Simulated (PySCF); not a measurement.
## NMR shielding calculation, with input and output: C2H10SSi2

The run: NMR shielding calculation of C2H10SSi2, SMILES CS[SiH2]C[SiH3]. Method and program: GIAO PBE0/pcSseg-1 NMR shielding, non-relativistic, gas phase (PySCF 2.14.0).

The geometry comes from this level: GFN2-xTB. Figures and captions count atoms from 1; the log counts them from 0 in places.

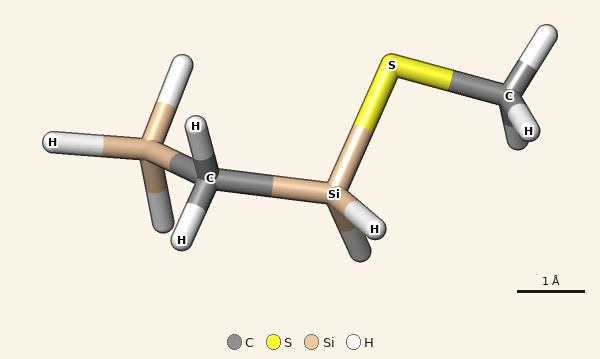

Fig. 1: The input geometry (stick view, seen at a tilt). Bond lengths as drawn: C–H 1.08 to 1.09 Å, C–S 1.82 Å, C–Si 1.89 to 1.90 Å, H–Si 1.46 to 1.47 Å and S–Si 2.15 Å.

Key numbers:

- outcome: converged
- total energy: −1058.892455 hartree
- HOMO: −6.73 eV
- LUMO: 0.13 eV
- dipole moment: 1.46 D
- isotropic shielding, C: 172.5 to 199.5 ppm
- isotropic shielding, S: 720.9 ppm
- isotropic shielding, Si: 367.3 to 422.0 ppm
- isotropic shielding, H: 26.7 to 31.8 ppm
- hardware: 1 CPU thread, shared host
- wall time: 48 s
- peak memory: 0.73 GiB

The input:
```
{"job": {"kind": "nmr", "xc": "PBE0", "basis": "pcSseg-1"}, "charge": 0, "multiplicity": 1}
C      2.921807     0.782431     0.229819
S      1.234461     0.819128     0.906361
Si     0.369052    -0.774657    -0.242090
C     -1.439912    -0.919071     0.273663
Si    -2.576428     0.495848    -0.304101
H      3.499331     1.519666     0.777290
H      2.896574     1.038460    -0.824859
H      3.350221    -0.205211     0.369729
H      1.149200    -1.980136     0.056426
H      0.539530    -0.438727    -1.656509
H     -1.821699    -1.861838    -0.115705
H     -1.495860    -0.989997     1.359795
H     -2.127064     1.769978     0.249756
H     -3.940597     0.210150     0.151084
H     -2.563030     0.541965    -1.769535
```

The first line tells a small driver script what to run in PySCF; the rest is the geometry in Å.

Launched with:
```bash
OMP_NUM_THREADS=1 python <driver script> task.json out
```

Output:
```
coarse grid: 13248 points
cycle   1  E = -1058.8265775176  dE =  6.207e-02  |g| = 3.648e-01  |ddm| = 3.364e+00
cycle   2  E = -1058.8189277123  dE =  7.650e-03  |g| = 4.008e-01  |ddm| = 8.008e-01
cycle   3  E = -1058.8617106160  dE = -4.278e-02  |g| = 3.873e-02  |ddm| = 4.389e-01
cycle   4  E = -1058.8620711312  dE = -3.605e-04  |g| = 1.586e-02  |ddm| = 5.453e-02
cycle   5  E = -1058.8621335621  dE = -6.243e-05  |g| = 4.137e-03  |ddm| = 2.188e-02
cycle   6  E = -1058.8621378808  dE = -4.319e-06  |g| = 1.108e-03  |ddm| = 5.855e-03
final grid: 111736 points
cycle   7  E = -1058.8924403532  dE = -1.544e-05  |g| = 7.806e-03  |ddm| = 1.995e-02
cycle   8  E = -1058.8924311180  dE =  9.235e-06  |g| = 9.759e-03  |ddm| = 1.421e-02
cycle   9  E = -1058.8924551801  dE = -2.406e-05  |g| = 3.357e-04  |ddm| = 8.216e-03
cycle  10  E = -1058.8924552059  dE = -2.588e-08  |g| = 7.707e-05  |ddm| = 4.710e-04
cycle  11  E = -1058.8924552074  dE = -1.409e-09  |g| = 3.439e-05  |ddm| = 1.315e-04
cycle  12  E = -1058.8924552077  dE = -3.283e-10  |g| = 8.484e-06  |ddm| = 4.251e-05
```

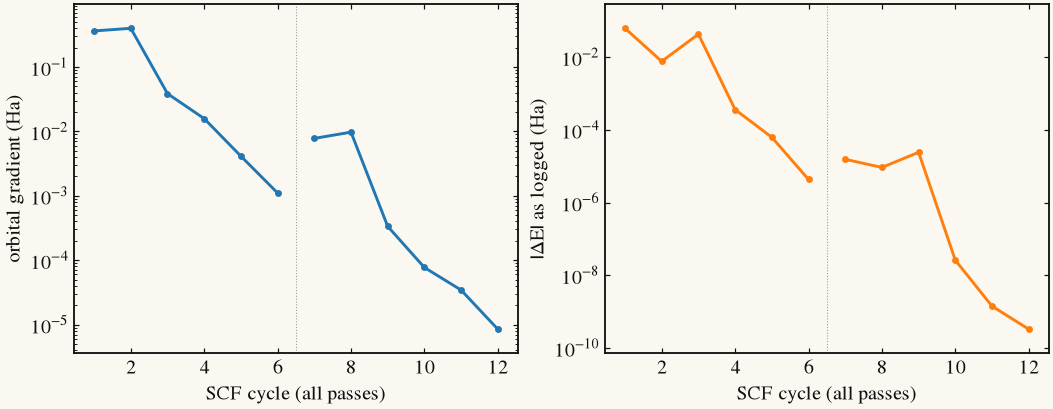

Fig. 2: Convergence of the self-consistent field: orbital gradient and size of the energy change against the SCF cycle. The dotted line marks the change from a coarse to the final integration grid. The first 6 cycles use a coarse grid, the final grid takes over at cycle 7, and the field converges after 12 cycles in all.

```
converged SCF energy = -1058.8924552077

GIAO shielding tensors (ppm)
atom      isotropic    diamagn.    paramagn.     s11        s22        s33       span
  0 C      172.471     251.033     -78.562    162.202    163.986    191.224     29.022
  1 S      720.850    1060.681    -339.830    614.429    638.619    909.503    295.074
  2 Si     367.295     881.328    -514.033    330.765    346.030    425.091     94.325
  3 C      199.478     258.246     -58.768    189.091    198.863    210.480     21.389
  4 Si     421.963     879.332    -457.369    397.834    403.561    464.495     66.661
  5 H       29.584      28.845       0.739     23.693     26.673     38.386     14.692
  6 H       29.734      30.354      -0.620     23.832     27.773     37.595     13.763
  7 H       29.778      29.733       0.045     24.120     27.674     37.541     13.422
  8 H       26.733      30.404      -3.672     22.697     25.229     32.272      9.576
  9 H       26.973      31.154      -4.182     23.789     25.440     31.689      7.900
 10 H       31.809      30.716       1.093     25.932     28.803     40.692     14.760
 11 H       31.597      32.261      -0.664     26.592     29.329     38.869     12.278
 12 H       27.618      29.226      -1.608     23.300     27.612     31.943      8.643
 13 H       27.601      28.199      -0.598     23.834     25.248     33.721      9.887
 14 H       27.758      28.935      -1.178     24.345     26.012     32.916      8.572
```

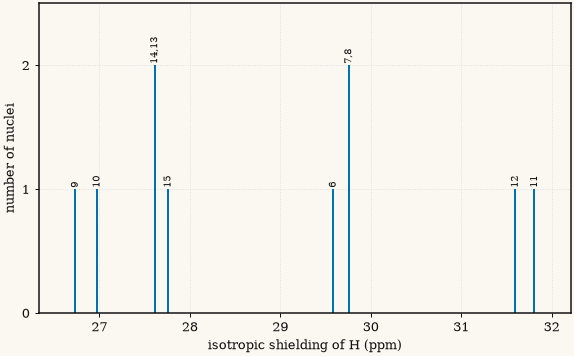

Fig. 3: Isotropic shieldings of the hydrogen nuclei in this fixed geometry, labelled by atom number; shielding grows to the right, so chemical shift grows to the left. The least shielded is H9 (26.7 ppm), the most shielded H11 (31.8 ppm).

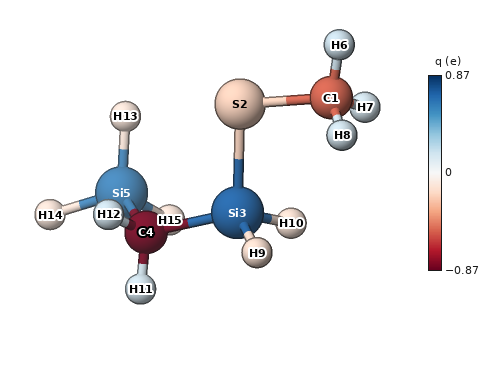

Fig. 4: IAO charges, as the colour of each atom (ball-and-stick view, seen at a tilt; atoms are numbered from 1 in the order of the input). By element: C −0.83 to −0.50, S −0.19, Si +0.61 to +0.70 and H −0.13 to +0.17 e.
